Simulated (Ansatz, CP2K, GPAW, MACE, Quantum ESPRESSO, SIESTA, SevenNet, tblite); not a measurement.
## CP2K on (5,5) carbon nanotube bundle (80 atoms): settings against a plane-wave reference

Aim: run (5,5) carbon nanotube bundle (80 atoms) in CP2K and see how near its forces come to a plane-wave reference, and at what cost.

Main program and level: CP2K 2026.2; the method is named at each step.

## 1. The starting structure

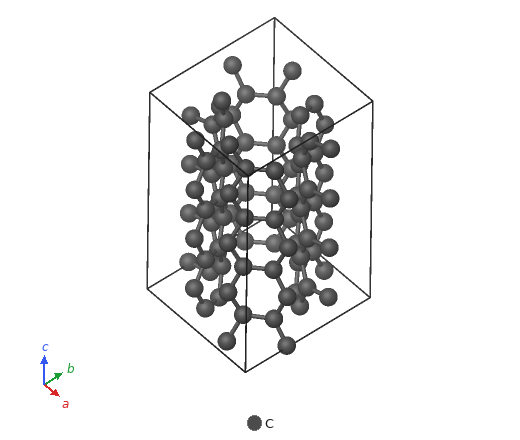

The starting structure, seen from the side, with the c axis up (carbon dark grey). Some periodic images of atoms are drawn too.

The cell holds 80 atoms: 80 C. Cell: a = 10.081 Å, b = 10.081 Å, c = 9.721 Å, α = 90.0°, β = 90.0°, γ = 120.0°. It derives from C (graphene). Graphene sheet (a = 2.46 Å) rolled into a (5,5) tube of diameter 6.78 Å, 4 periods, hexagonal bundle with 3.3 Å between walls; minimised with a classical potential (one cell length free). Then every atom was moved at random, 0.02 Å r.m.s. a Cartesian component. The structure's axis is c.

The yardstick, on the same geometry:

| Quantity | Value |
| --- | --- |
| method | Kohn-Sham DFT, PBE, PAW, plane waves (Ansatz 0.2.0); cutoff 420 eV, Γ point, fermi-dirac smearing of 0.05 eV; PAW set soft_2 |
| r.m.s. force component | 1.372 eV/Å |
| longest force | 5.526 eV/Å |
| pressure | 11.12 GPa |
| SCF cycles | 9 |
| time | 4.8 s on 8 threads of Arm Neoverse V2, shared host |
| CPU time | 33 s |

## 2. PBE, DZVP-MOLOPT-SR, 450/50 Ry, diagonalisation

Method: Kohn-Sham DFT, PBE, GTH-PBE pseudopotentials, Gaussian and plane waves, DZVP-MOLOPT-SR-GTH, diagonalisation.

Contents of input.inp:

```
&GLOBAL
  PROJECT cell
  RUN_TYPE ENERGY_FORCE
  PRINT_LEVEL LOW
&END GLOBAL
&FORCE_EVAL
  METHOD QS
  STRESS_TENSOR ANALYTICAL
  &DFT
    BASIS_SET_FILE_NAME BASIS_MOLOPT
    POTENTIAL_FILE_NAME GTH_POTENTIALS
    &MGRID
      CUTOFF 450
      REL_CUTOFF 50
    &END MGRID
    &QS
      EPS_DEFAULT 1.0E-12
    &END QS
    &SCF
      SCF_GUESS ATOMIC
      EPS_SCF 1.0E-06
      MAX_SCF 200
      ADDED_MOS 36
      &DIAGONALIZATION
        ALGORITHM STANDARD
      &END DIAGONALIZATION
      &SMEAR ON
        METHOD FERMI_DIRAC
        ELECTRONIC_TEMPERATURE [K] 580
      &END SMEAR
      &MIXING
        METHOD BROYDEN_MIXING
        ALPHA 0.15
        NBROYDEN 8
      &END MIXING
      &PRINT
        &RESTART OFF
        &END RESTART
      &END PRINT
    &END SCF
    &XC
      &XC_FUNCTIONAL PBE
      &END XC_FUNCTIONAL
    &END XC
    &PRINT
      &MULLIKEN ON
      &END MULLIKEN
      &LOWDIN ON
      &END LOWDIN
      &MO ON
        EIGENVALUES T
        OCCUPATION_NUMBERS T
        MO_INDEX_RANGE 149 172
        &EACH
          QS_SCF 0
        &END EACH
        ADD_LAST NUMERIC
      &END MO
    &END PRINT
  &END DFT
  &SUBSYS
    &CELL
      A 10.08135 0.00000 0.00000
      B -5.04067 8.73070 0.00000
      C 0.00000 0.00000 9.72051
    &END CELL
    &COORD
      C 3.36500 0.70064 1.27572
      C 3.12663 1.39307 0.05998
      C 2.26427 2.51252 0.03908
      C 1.68863 2.91483 1.28330
      C 0.36510 3.33958 1.29594
      C -0.36227 3.39354 2.49224
      C 8.36808 2.91317 0.08068
      C 7.82908 2.52038 1.25570
      C 6.94338 1.40625 1.30459
      C 6.76539 0.71854 2.47688
      C 1.69856 8.05835 0.09108
      C 1.94586 7.34243 1.26726
      C 2.75055 6.22770 1.27591
      C 3.33103 5.82626 2.50566
      C 4.68012 5.39514 2.50935
      C 5.45104 5.34782 1.31519
      C 6.71635 5.79815 1.26328
      C -2.73875 6.24533 2.47474
      C -1.91288 7.30105 2.50274
      C -1.73807 8.00020 1.26736
      C 3.33794 0.68920 3.72451
      C 3.15062 1.36112 2.48320
      C 2.24708 2.46372 2.48826
      C 1.69110 2.93535 3.69302
      C 0.37815 3.34037 3.67426
      C -0.34337 3.35154 4.92023
      C 8.40316 2.89239 2.50954
      C 7.80660 2.46904 3.68543
      C 6.99782 1.35509 3.71596
      C 6.75541 0.68222 4.91615
      C 1.68944 8.01234 2.51236
      C 1.95120 7.35850 3.71673
      C 2.79818 6.23756 3.69564
      C 3.37443 5.81168 4.90837
      C 4.67735 5.37322 4.90730
      C 5.38662 5.37069 3.70769
      C 6.70813 5.81604 3.70031
      C -2.78119 6.21739 4.94142
      C -1.92982 7.37229 4.92966
      C -1.71241 8.04953 3.73899
      C 3.31555 0.68798 6.12693
      C 3.10848 1.34138 4.94356
      C 2.24406 2.50091 4.94074
      C 1.71595 2.92513 6.13082
      C 0.35164 3.36795 6.12120
      C -0.34765 3.36595 7.35318
      C 8.39051 2.91693 4.93141
      C 7.78452 2.51112 6.14881
      C 6.98179 1.39822 6.12450
      C 6.75803 0.70387 7.35843
      C 1.69332 8.00247 4.92392
      C 1.93099 7.36295 6.12878
      C 2.77298 6.20788 6.14764
      C 3.32997 5.82023 7.36329
      C 4.70346 5.37270 7.36591
      C 5.39428 5.36545 6.13384
[... 20 atom lines left out ...]
      C 6.72270 5.81404 8.59604
      C -2.74364 6.24647 0.05871
      C -1.92967 7.34880 0.08350
      C -1.72239 8.02002 8.57689
    &END COORD
    &KIND C
      BASIS_SET DZVP-MOLOPT-SR-GTH-q4
      POTENTIAL GTH-PBE-q4
    &END KIND
  &END SUBSYS
  &PRINT
    &FORCES ON
    &END FORCES
    &STRESS_TENSOR ON
    &END STRESS_TENSOR
  &END PRINT
&END FORCE_EVAL
```

Run with:

```console
$ OMP_NUM_THREADS=2 cp2k.psmp -i input.inp > output.txt
```

Numbers of over 12 decimals in the logs are rounded to 6 here.

Output:

```text
CP2K| version string:                                       CP2K version 2026.2
 CP2K| Input file name                                                 input.inp
 GLOBAL| Basis set file name                                        BASIS_MOLOPT
 GLOBAL| Potential file name                                      GTH_POTENTIALS
 GLOBAL| Run type                                                   ENERGY_FORCE
 GLOBAL| Total number of message passing processes                             1
 GLOBAL| Number of threads for this process                                    2
 TOTAL NUMBERS AND MAXIMUM NUMBERS
  Total number of            - Atomic kinds:                                   1
                             - Atoms:                                         80
                             - Shell sets:                                    80
                             - Shells:                                       400
                             - Primitive Cartesian functions:                400
                             - Cartesian basis functions:                   1120
                             - Spherical basis functions:                   1040
  Maximum angular momentum of- Orbital basis functions:                        2
                             - Local part of the GTH pseudopotential:          2
                             - Non-local part of the GTH pseudopotential:      0
 SCF PARAMETERS         Density guess:                                    ATOMIC
                        max_scf:                                             200
                        eps_scf:                                        1.00E-06
                        added MOs                                        36    0
                        Mixing method:                            BROYDEN_MIXING
                                                charge density mixing in g-space
                        Smear method:                                FERMI_DIRAC
                        Electronic temperature [K]:                        580.0
                        Electronic temperature [a.u.]:                  1.84E-03
                        Accuracy threshold:                             1.00E-10
 Extrapolation method: initial_guess
 Number of electrons:                                                        320
 Number of occupied orbitals:                                                160
 Number of molecular orbitals:                                               196
 Number of orbital functions:                                               1040
 Number of independent orbital functions:                                   1040
 SCF WAVEFUNCTION OPTIMIZATION
  Step     Update method      Time    Convergence         Total energy    Change
     1 NoMix/Diag. 0.15E+00    4.4     0.92616044      -453.4987358824 -4.53E+02
     2 Broy./Diag. 0.15E+00    7.4     0.01386081      -432.9581962858  2.05E+01
     3 Broy./Diag. 0.15E+00    7.5     0.05391462      -449.9898581124 -1.70E+01
     4 Broy./Diag. 0.15E+00    7.6     0.01080245      -456.9849502308 -7.00E+00
     5 Broy./Diag. 0.15E+00    7.5     0.01699450      -456.1063236146  8.79E-01
     6 Broy./Diag. 0.15E+00    7.6     0.00716273      -455.4659623944  6.40E-01
     7 Broy./Diag. 0.15E+00    7.6     0.00282364      -455.1620289676  3.04E-01
[...]
16 Broy./Diag. 0.15E+00    7.8     0.00000167      -455.0298959218 -2.20E-05
    17 Broy./Diag. 0.15E+00    7.6     0.00000157      -455.0298298548  6.61E-05
    18 Broy./Diag. 0.15E+00    7.5     0.00000016      -455.0298144678  1.54E-05
  *** SCF run converged in    18 steps ***
  Electronic density on regular grids:       -319.9999999998        0.0000000002
  Core density on regular grids:              319.9999999997       -0.0000000003
  Total charge density on r-space grids:       -0.0000000001
  Total charge density g-space grids:          -0.0000000001
  Overlap energy of the core charge distribution:               2.4589e-05
  Self energy of the core charge distribution:              -1066.800634
  Core Hamiltonian energy:                                    339.148000
  Hartree energy:                                             413.728399
  Exchange-correlation energy:                               -141.105603
  Electronic entropic energy:                                  -3.64922e-07
  Fermi energy:                                                 0.148824
  Total energy:                                              -455.029814
  Total energy (extrapolated to T->0):                       -455.029814
 MO| EIGENVALUES AND OCCUPATION NUMBERS
 MO|
 MO|  Index      Eigenvalue [a.u.]        Eigenvalue [eV]             Occupation
 MO|    149               0.051027               1.388522               2.000000
 MO|    150               0.052482               1.428121               2.000000
 MO|    151               0.054904               1.494015               2.000000
 MO|    152               0.055202               1.502135               2.000000
 MO|    153               0.058819               1.600539               2.000000
 MO|    154               0.067534               1.837686               2.000000
[...]
MO|    170               0.230790               6.280119               0.000000
 MO|    171               0.235176               6.399463               0.000000
 MO|    172               0.238076               6.478368               0.000000
 MO| Sum:                                                             320.000000
 MO| E(Fermi):            0.148824 a.u.          4.049719 eV
 !-----------------------------------------------------------------------------!
                     Mulliken Population Analysis
 #  Atom  Element  Kind  Atomic population                           Net charge
       1     C        1          4.006767                             -0.006767
       2     C        1          4.000379                             -0.000379
       3     C        1          4.002003                             -0.002003
       4     C        1          4.005794                             -0.005794
       5     C        1          3.989635                              0.010365
       6     C        1          4.014027                             -0.014027
[...]
# Total charge                            320.000000                  0.000000
 !-----------------------------------------------------------------------------!
 LOWDIN POPULATION ANALYSIS
 #  Atom  Element  Kind  Atomic population                           Net charge
[...]
78     C        1          4.001677                             -0.001677
      79     C        1          4.024257                             -0.024257
      80     C        1          3.991434                              0.008566
 # Total charge                            320.000000                  0.000000
 ENERGY| Total FORCE_EVAL ( QS ) energy [hartree]           -455.029820
 FORCES| Atomic forces [hartree/bohr]
 FORCES|   Atom     x               y               z               |f|
 FORCES|      1 -1.25111513E-04 -2.84331354E-04 -7.79801574E-03   7.80420058E-03
 FORCES|      2  6.16325480E-03 -1.51673149E-02  7.82905515E-03   1.81473760E-02
 FORCES|      3  1.27336461E-02 -5.86307178E-04  3.31383024E-02   3.55054445E-02
 FORCES|      4  1.94818694E-02 -9.42401700E-03 -1.23521648E-02   2.49184932E-02
 FORCES|      5 -3.01687621E-02  1.70998092E-02 -2.71051885E-02   4.40141900E-02
 FORCES|      6  1.37484082E-02 -6.60042266E-03  4.32939376E-03   1.58533264E-02
[...]
FORCES|     78 -4.31125851E-02 -5.24271587E-02  9.42513095E-03   6.85283522E-02
 FORCES|     79  1.50285776E-02  1.21644681E-02 -3.40304070E-02   3.91395073E-02
 FORCES|     80  4.29002771E-03 -1.88822072E-02 -4.77616557E-03   1.99437670E-02
 FORCES| Sum     1.26120143E-04  1.88977169E-04 -9.30994062E-05
 FORCES| Total atomic force                                       2.45532401E-04
 STRESS| Analytical stress tensor [bar]
 STRESS|                        x                   y                   z
 STRESS|      x        1.00093097462E+05   1.09715232275E+04   1.51746330675E+02
 STRESS|      y        1.09715232275E+04   1.20373939831E+05  -8.49091652856E+02
 STRESS|      z        1.51746330675E+02  -8.49091652856E+02   1.34875791042E+05
 STRESS| 1/3 Trace                                             1.18447609445E+05
```

Wall time 2.6 min (2 threads of Arm Neoverse V2, shared host); peak memory 1.8 GiB; 5 min of CPU time.

Banners, paths, timers and routine set-up lines are dropped from the logs unmarked, and long logs keep their key lines alone; longer cuts are marked.

Against the reference:

| Property | Result |
| --- | --- |
| r.m.s. force component | 1.395 eV/Å |
| r.m.s. difference of force components | 30.05 meV/Å |
| longest difference of force vectors | 106.6 meV/Å |
| force difference over r.m.s. force | 2.191 % |
| slope of forces against the reference's | 1.017 |
| correlation of force components | 0.9999 |
| pressure | 11.84 GPa |
| pressure difference | 0.7289 GPa |

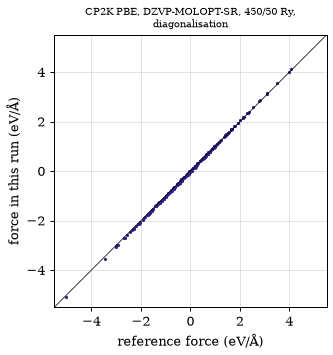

Force components against those of the reference; the line marks equality.

A closer look about C63, picked at random: 10 atoms, nearest first, numbered in the order of the input, with positions taken from that point.

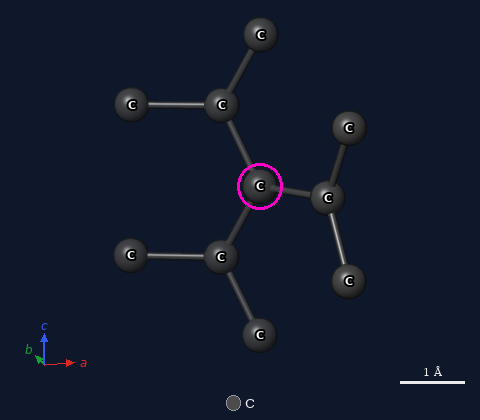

The atoms of the table, within 2.5 Å (arrows a, b, c point along x, y, z); some may hide others; the central atom is ringed.

```csv
atom,x,y,z,distance (Å),bonds,Mulliken charge (e),Fx,Fy,Fz (eV/Å)
C63,0.00,0.00,0.00,0.00,3,0.00,1.83,-1.31,1.56
C44,-0.54,0.41,-1.20,1.37,3,-0.01,-1.43,0.98,-0.07
C64,-0.54,0.39,1.24,1.41,3,0.00,-1.07,1.01,-1.40
C62,0.85,-1.17,0.02,1.44,3,0.00,-0.34,0.94,0.79
C43,-0.01,-0.02,-2.39,2.39,3,0.00,1.44,-0.55,-1.77
C65,-1.89,0.85,1.21,2.40,3,0.00,-0.39,0.12,2.35
C45,-1.90,0.85,-1.21,2.41,3,0.01,0.40,0.32,0.80
C41,1.06,-1.83,-1.20,2.43,3,0.00,0.54,1.18,1.55
C3,0.01,0.00,2.43,2.43,3,0.00,0.65,-0.03,1.70
C61,1.07,-1.84,1.26,2.47,3,0.00,0.27,1.51,-1.31
```

Forces lie 2.2 % from the reference's, at 9.0 times its CPU time (on 2 against 8 cores).

## 3. GFN1-xTB, diagonalisation

Method: GFN1-xTB tight binding (the program's own implementation), diagonalisation.

Contents of input.inp:

```
&GLOBAL
  PROJECT cell
  RUN_TYPE ENERGY_FORCE
  PRINT_LEVEL LOW
&END GLOBAL
&FORCE_EVAL
  METHOD QS
  STRESS_TENSOR ANALYTICAL
  &DFT
    &QS
      METHOD XTB
      &XTB
        GFN_TYPE 1
        DO_EWALD T
        CHECK_ATOMIC_CHARGES F
      &END XTB
    &END QS
    &SCF
      SCF_GUESS ATOMIC
      EPS_SCF 1.0E-06
      MAX_SCF 200
      ADDED_MOS 60
      &DIAGONALIZATION
        ALGORITHM STANDARD
      &END DIAGONALIZATION
      &SMEAR ON
        METHOD FERMI_DIRAC
        ELECTRONIC_TEMPERATURE [K] 580
      &END SMEAR
      &MIXING
        METHOD BROYDEN_MIXING
        ALPHA 0.15
        NBROYDEN 8
      &END MIXING
      &PRINT
        &RESTART OFF
        &END RESTART
      &END PRINT
    &END SCF
    &PRINT
      &MULLIKEN ON
      &END MULLIKEN
    &END PRINT
  &END DFT
  &SUBSYS
    &CELL
      A 10.08135 0.00000 0.00000
      B -5.04067 8.73070 0.00000
      C 0.00000 0.00000 9.72051
    &END CELL
    &COORD
      SCALED
      C 0.37391 0.08025 0.13124
      C 0.38992 0.15956 0.00617
      C 0.36849 0.28778 0.00402
      C 0.33443 0.33386 0.13202
      C 0.22747 0.38251 0.13332
      C 0.15841 0.38869 0.25639
      C 0.99689 0.33367 0.00830
      C 0.92093 0.28868 0.12918
      C 0.76927 0.16107 0.13421
      C 0.71223 0.08230 0.25481
      C 0.62998 0.92299 0.00937
      C 0.61351 0.84099 0.13037
      C 0.62949 0.71331 0.13126
      C 0.66408 0.66733 0.25777
      C 0.77321 0.61795 0.25815
      C 0.84697 0.61253 0.13530
      C 0.99827 0.66411 0.12996
      C 0.08600 0.71533 0.25459
      C 0.22838 0.83625 0.25747
      C 0.28576 0.91633 0.13038
[... 56 atom lines left out ...]
      C 0.99981 0.66593 0.88432
      C 0.08558 0.71546 0.00604
      C 0.22945 0.84172 0.00859
      C 0.28845 0.91860 0.88235
    &END COORD
  &END SUBSYS
  &PRINT
    &FORCES ON
    &END FORCES
    &STRESS_TENSOR ON
    &END STRESS_TENSOR
  &END PRINT
&END FORCE_EVAL
```

Run with:

```console
$ OMP_NUM_THREADS=1 cp2k.psmp -i input.inp > output.txt
```

Output:

```text
CP2K| version string:                                       CP2K version 2026.2
 CP2K| Input file name                                                 input.inp
 GLOBAL| Basis set file name                                           BASIS_SET
 GLOBAL| Potential file name                                           POTENTIAL
 GLOBAL| Run type                                                   ENERGY_FORCE
 GLOBAL| Total number of message passing processes                             1
 GLOBAL| Number of threads for this process                                    1
                  #####   #####        #          ####### ######
                 #     # #     #      #              #    #     #
                 #     # #           #    ##   ##    #    #     #
[... lines left out ...]
                        Smear method:                                FERMI_DIRAC
[... lines left out ...]
 Number of electrons:                                                        320
[... lines left out ...]
  Step     Update method      Time    Convergence         Total energy    Change
[... lines left out ...]
  *** SCF run converged in    19 steps ***
[... lines left out ...]
  Fermi energy:                                                -0.360143
  Total energy:                                              -169.614241
  Total energy (extrapolated to T->0):                       -169.614241
 MULLIKEN POPULATION ANALYSIS
  # Atom   Element   Kind        Atomic population                    Net charge
       1     C          1                 4.002829                     -0.002829
       2     C          1                 4.001381                     -0.001381
       3     C          1                 3.996100                      0.003900
[...]
79     C          1                 3.993226                      0.006774
      80     C          1                 4.002122                     -0.002122
 # Total charge                         320.000000                     -0.000000
 ENERGY| Total FORCE_EVAL ( QS ) energy [hartree]           -169.614241
 FORCES| Atomic forces [hartree/bohr]
 FORCES|   Atom     x               y               z               |f|
 FORCES|      1 -2.51083148E-04 -6.45687723E-03 -7.86406494E-03   1.01783016E-02
 FORCES|      2  5.11157409E-03 -1.04090076E-02  8.21349632E-03   1.42104592E-02
 FORCES|      3  1.35328472E-02 -2.75045983E-03  3.25236374E-02   3.53339776E-02
[...]
FORCES|     79  1.45166063E-02  8.90675658E-03 -3.18047216E-02   3.60777284E-02
 FORCES|     80  3.76018484E-03 -1.34161158E-02 -6.62043795E-03   1.54259959E-02
 FORCES| Sum     5.33991254E-15 -5.06539255E-16  5.46784840E-15
 FORCES| Total atomic force                                       7.65954398E-15
 STRESS| Analytical stress tensor [bar]
 STRESS|                        x                   y                   z
 STRESS|      x        7.54781452613E+04   1.13522043700E+04   2.27030972581E+02
 STRESS|      y        1.13522043700E+04   8.34777228740E+04  -1.29536372869E+03
 STRESS|      z        2.27030972581E+02  -1.29536372869E+03   1.10910830009E+05
 STRESS| 1/3 Trace                                             8.99555660481E+04
```

It took 2.5 s on 1 thread; peak memory 0.21 GiB.

Numbers from this run, and their distance from the reference:

```
r.m.s. force component                  : 1.307 eV/Å
r.m.s. difference of force components   : 150.6 meV/Å
longest difference of force vectors     : 436.1 meV/Å
force difference over r.m.s. force      : 10.98 %
slope of forces against the reference's : 0.9479
correlation of force components         : 0.9948
pressure                                : 8.996 GPa
pressure difference                     : -2.12 GPa
```

Against the first run (2.2 %), the force difference from the reference is 11 %, at 0.0085 times the CPU time (on 1 against 2 cores); the model has changed, so this is no error of the program alone.

(Part 1 of 4 ends here.)

[Also dropped from logs without a mark: logging warnings of Python, and SIESTA's first energy breakdown and zero terms.]

[Logs are printed without paths, hosts, clocks, repeated set-up lines and the standing remarks that a program may print on its own settings, such as how far it seeks lower states.]

[Hosts, paths, dates, database ids (printed as entryN), source tags and the programs' standing remarks are cut or masked in the printed files.]
